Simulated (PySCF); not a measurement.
**PBE0/def2-SVP run of GaBrF2 (SMILES [F][Ga]([F])[Br])**

Aim: the vertical ionisation energy of GaBrF2 at PBE0/def2-SVP, from 2 runs. 

The results are computed with PySCF 2.14.0.

## 1. The molecule

GaBrF2: 4 atoms, total charge 0, spin state singlet. SMILES: `[F][Ga]([F])[Br]`. The coordinates come from a PBE0-D4/def2-TZVP relaxation.

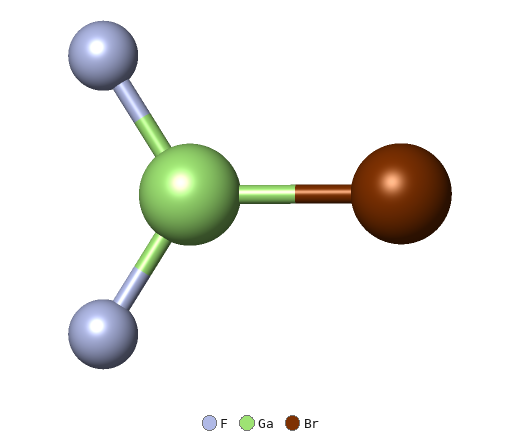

The structure, seen from a chosen angle (fluorine light blue, gallium green, bromine brown).

## 2. A single-point energy at PBE0/def2-SVP

Input file run.py:

```python
from pyscf import gto, dft

mol = gto.M(
    atom='''
F     -1.494962    -0.856424     2.887124
Ga     0.107525    -0.125289     0.131147
F      3.201574    -1.171252    -0.043842
Br    -1.709257     2.039014    -3.012601
''',
    basis='def2-svp',
    unit='bohr',
    verbose=3,
    max_memory=1860,
    charge=0,
)

mf = dft.RKS(mol, xc='pbe0')
mf.grids.level = 4
mf.conv_tol = 1e-10
mf.kernel()
if not mf.converged:
    mf = mf.newton().run(mf.mo_coeff, mf.mo_occ)

etot = mf.e_tot
print('E(%s) = %.9f' % ('PBE0', etot))
```

Run with:

```sh
$ OMP_NUM_THREADS=1 python run.py
```

Log:

```text
converged SCF energy = -4697.37527904343
E(PBE0) = -4697.375279043
```

Run time: 11 s. Hardware: 1 thread of Arm Neoverse V2, shared host; peak memory 0.47 GiB.

## 3. The doublet cation

Input file input.py:

```python
from pyscf import gto, dft

mol = gto.Mole()
mol.atom = '''
F       -0.791100      -0.453200       1.527800
Ga       0.056900      -0.066300       0.069400
F        1.694200      -0.619800      -0.023200
Br      -0.904500       1.079000      -1.594200
'''
mol.charge = 1
mol.spin = 1
mol.basis = 'def2-svp'
mol.max_memory = 1860
mol.verbose = 4
mol.build()

mf = dft.UKS(mol, xc='pbe0')
mf.conv_tol = 1e-10
mf.grids.level = 4
mf.kernel()
if not mf.converged:
    mf = mf.newton().run(mf.mo_coeff, mf.mo_occ)

etot = mf.e_tot
print('E = %.10f Eh' % etot)
```

Run with:

```sh
$ OMP_NUM_THREADS=1 python input.py
```

Log:

```text
PySCF version 2.14.0

[INPUT] num. atoms = 4
[INPUT] num. electrons = 83
[INPUT] charge = 1
[INPUT] spin (= nelec alpha-beta = 2S) = 1
[INPUT] symmetry False subgroup None
[INPUT] Mole.unit = angstrom
[INPUT] Symbol           X                Y                Z      unit          X                Y                Z       unit  Magmom
[INPUT]  1 F     -0.791100000000  -0.453200000000   1.527800000000 AA   -1.494962337143  -0.856423879653   2.887123573111 Bohr   0.0
[INPUT]  2 Ga     0.056900000000  -0.066300000000   0.069400000000 AA    0.107525416488  -0.125288842059   0.131146993045 Bohr   0.0
[INPUT]  3 F      1.694200000000  -0.619800000000  -0.023200000000 AA    3.201574000238  -1.171252252005  -0.043841646090 Bohr   0.0
[INPUT]  4 Br    -0.904500000000   1.079000000000  -1.594200000000 AA   -1.709257279669   2.039014488406  -3.012601387782 Bohr   0.0

[... 40 lines left out ...]
WARN: HOMO -0.351644448557948 >= LUMO -0.351644448557951
[... 5 lines left out ...]
WARN: HOMO -0.42770264357944 >= LUMO -0.427108422988895
[... 54 lines left out ...]
converged SCF energy = -4696.93385680663  <S^2> = 0.75287611  2S+1 = 2.002874
E = -4696.9338568066 Eh
```

It took 24 s on 1 thread of Arm Neoverse V2, shared host; peak memory 0.48 GiB.

## 4. Results

At PBE0/def2-SVP:

| quantity | value |
| --- | --- |
| singlet GaBrF2: total energy | -4697.37528 Eh |
| singlet GaBrF2: dipole moment | 1.35 D |
| singlet GaBrF2: HOMO energy | -9.32 eV |
| singlet GaBrF2: LUMO energy | -2.10 eV |
| singlet GaBrF2: HOMO–LUMO gap | 7.22 eV |
| doublet cation: total energy | -4696.93386 Eh |
| doublet cation: HOMO energy (highest over α and β) | -16.61 eV |
| doublet cation: LUMO energy (lowest over α and β) | -14.61 eV |
| doublet cation: ⟨S²⟩ | 0.753 |
| vertical ionisation energy (to the doublet cation) | 12.012 eV |

**Reading.** Removing an electron at fixed nuclei costs 12.01 eV (277 kcal/mol). −ε(HOMO) before ionisation, 9.32 eV, is 2.69 eV below this ionisation energy. Mulliken charges (singlet GaBrF2) run from -0.38 on F1 to +0.92 on Ga2; they depend strongly on the basis.
